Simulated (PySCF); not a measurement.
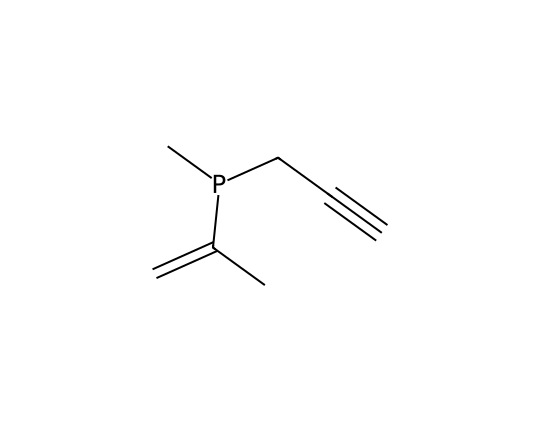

Skeletal drawing of a molecule.

**Transcribe the drawing into SMILES.**

C#CCP(C)C(=C)C

**What is the molecular formula?**

C7H11P.

**An optimisation with GFN2-xTB gave a structure of which point group?**

C1. Other conformers may differ.

The parts below concern this one geometry. Atoms keep their numbers from picture to picture. Computed geometry: GFN2-xTB optimisation. No frequency run is at hand to confirm it as a minimum.

Geometry

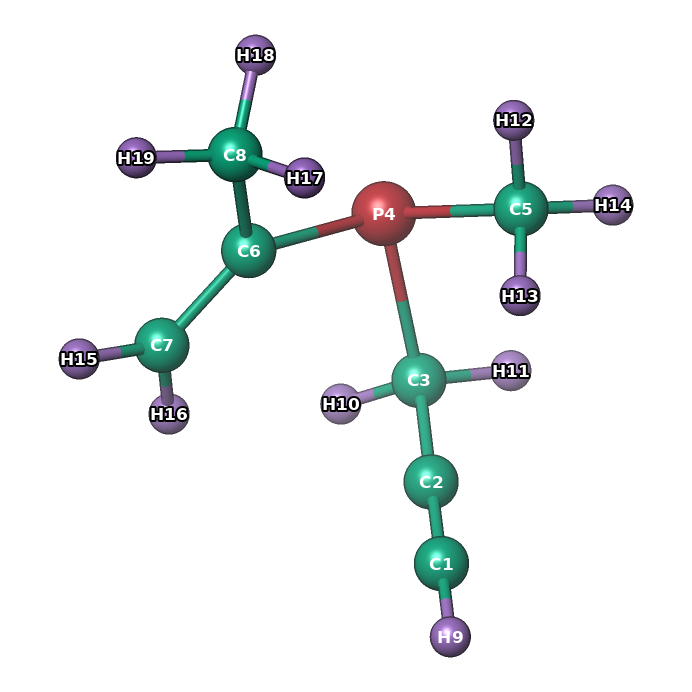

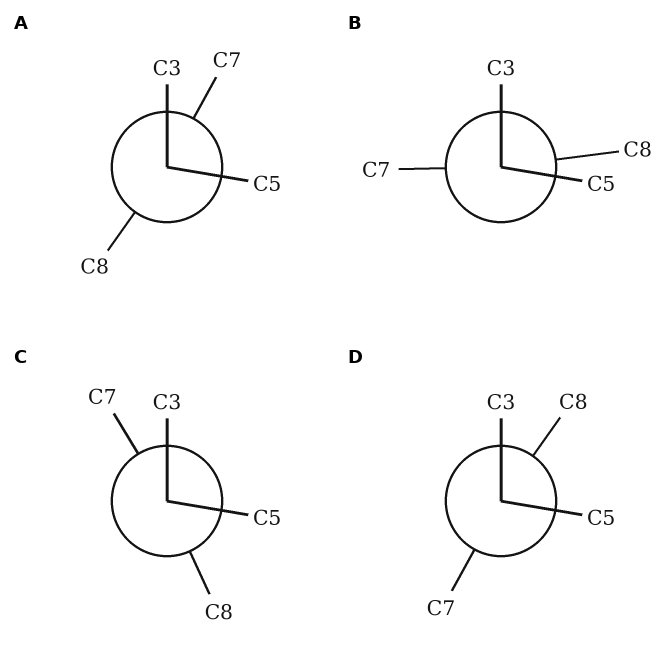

Atoms fade into the background with distance from the viewer. Bonds that would overlap in a projection are set slightly apart. No frequency run is at hand to confirm it as a minimum.

**Which Newman projection shows the view along P4–C6, with P4 in front?**

C. The torsion angle C3–P4–C6–C8 is 155°, antiperiplanar (anti).

Charges

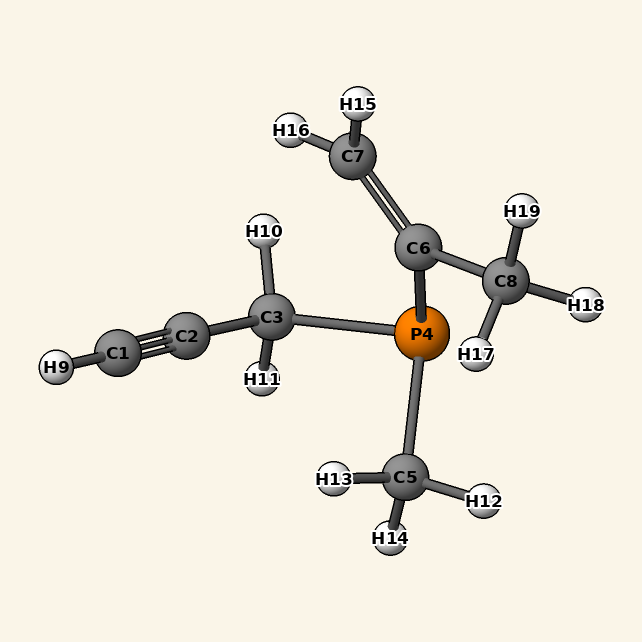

The questions are on IAO charges. No frequency run is at hand to confirm it as a minimum. Method: PBE0/pcSseg-1, gas phase (PySCF 2.14.0).

**Which atom carries the highest charge (most positive or least negative)?**

P4 (0.51 e).

**And the lowest?**

C5 (−0.61 e).

Give the IAO charges atom by atom.

```tsv
atom	value (e)
C1	−0.26
C2	−0.03
C3	−0.45
P4	0.51
C5	−0.61
C6	−0.17
C7	−0.32
C8	−0.42
H9	0.20
H10	0.17
H11	0.18
H12	0.15
H13	0.15
H14	0.15
H15	0.14
H16	0.14
H17	0.15
H18	0.15
H19	0.15
```

NMR shielding

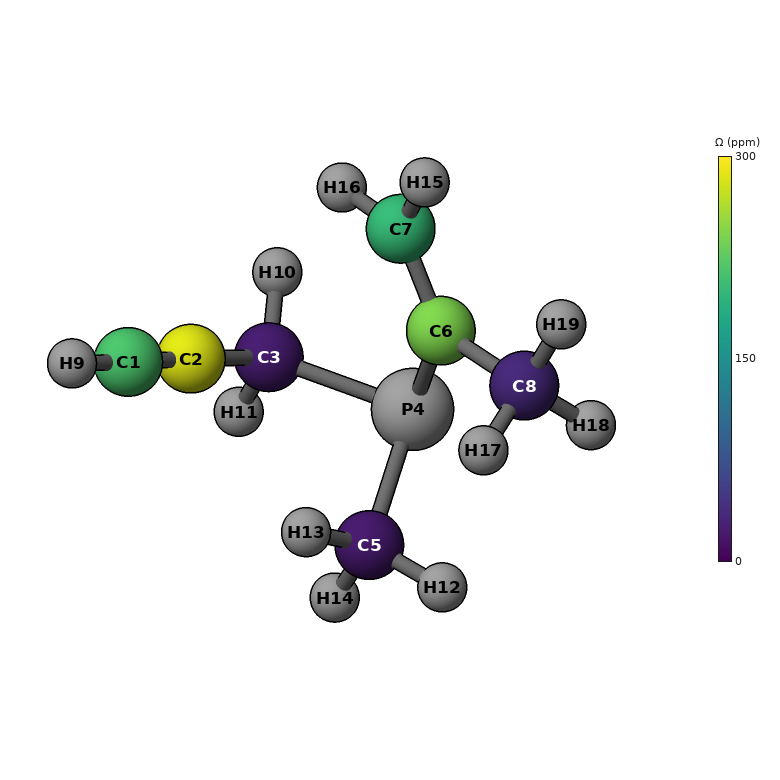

The C atoms are coloured by the span of their shielding tensor. No frequency run is at hand to confirm it as a minimum. Method: GIAO PBE0/pcSseg-1 NMR shielding, non-relativistic, gas phase (PySCF 2.14.0). Principal shieldings σ11 ≤ σ22 ≤ σ33, span Ω = σ33 − σ11, skew κ = 3(σiso − σ22)/Ω.

**Which C atom has the most anisotropic shielding?**

C2, with a span of 284 ppm.

Give the shielding tensors of the C atoms.

```
atom    σ11    σ22    σ33   σiso      Ω      κ
  C1   37.0   39.2  252.2  109.5  215.3   0.98
  C2    4.6   16.0  288.9  103.1  284.3   0.92
  C3  156.0  167.2  181.7  168.3   25.7   0.13
  C5  165.2  173.8  188.0  175.7   22.8   0.25
  C6  −82.2   26.7  159.9   34.8  242.1   0.10
  C7  −48.8   78.1  153.5   60.9  202.3  −0.25
  C8  149.1  152.7  185.2  162.3   36.1   0.80
```

Shieldings and span in ppm.

Polarisability

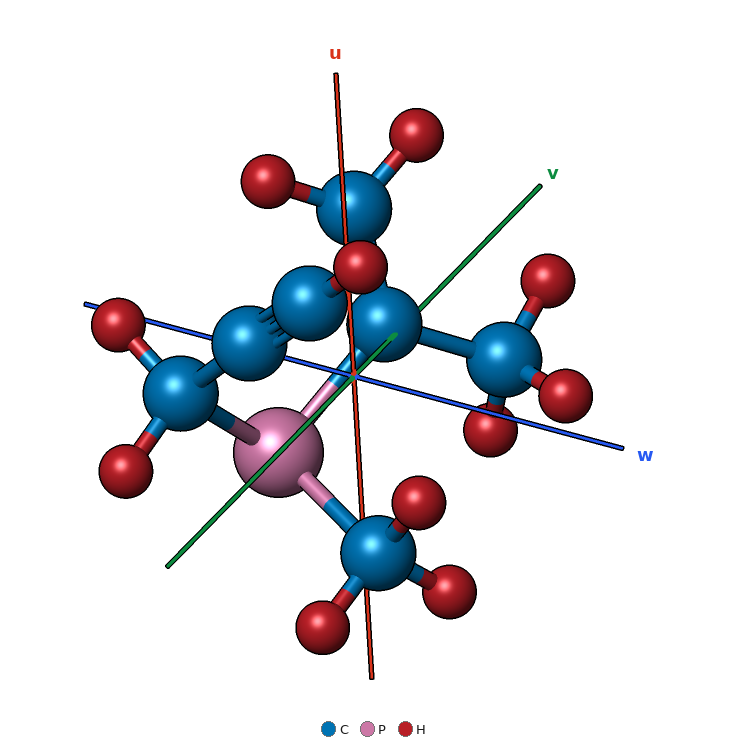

The lines u, v and w are the principal axes of the static dipole polarisability. No frequency run is at hand to confirm it as a minimum. Method: PBE0/def2-SVPD (PySCF 2.14.0).

**Along which axis is the molecule most polarisable, and along which least?**

Most along u, least along w.

**Give the three principal values.**

u 116.6, v 107.6, w 96.8 bohr³; mean 107.0, anisotropy 17.2 bohr³.

Excitation

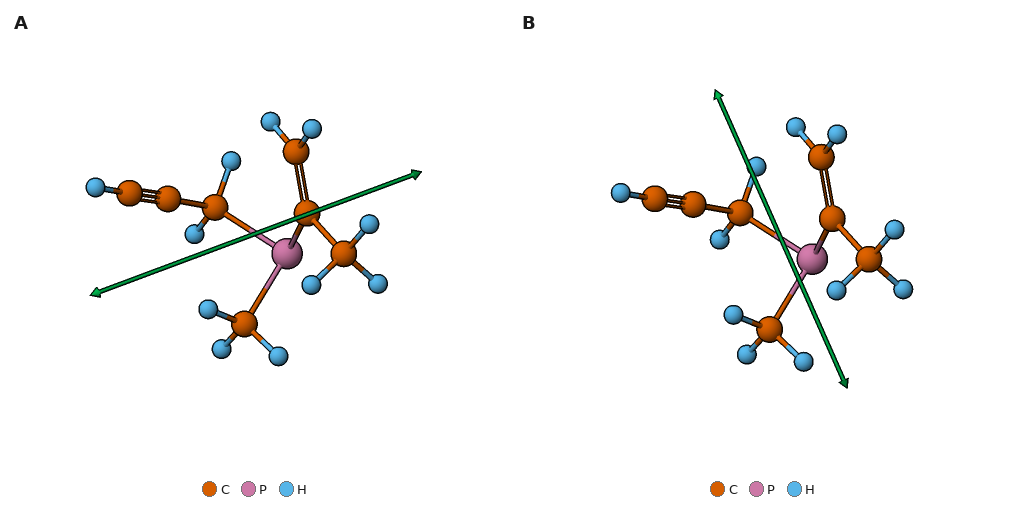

The double arrows show the directions of two transition dipoles from the ground state (lengths mean nothing). No frequency run is at hand to confirm it as a minimum. Method: TDDFT PBE0/def2-SVPD, vertical, gas phase, core orbitals frozen in the response (PySCF 2.14.0).

**One belongs to singlet state 3 and one to singlet state 5. Which is which?**

A: state 3, 6.17 eV (201 nm), oscillator strength 0.023, mainly HOMO → LUMO+3 (weight 0.63).
B: state 5, 6.39 eV (194 nm), oscillator strength 0.029, of mixed character, with the largest part HOMO−1 → LUMO (weight 0.27).

The geometry is semi-empirical. Around P such bond lengths and angles can be off by a tenth of an ångström or more and by several degrees, and values that hang on the shape move with them.
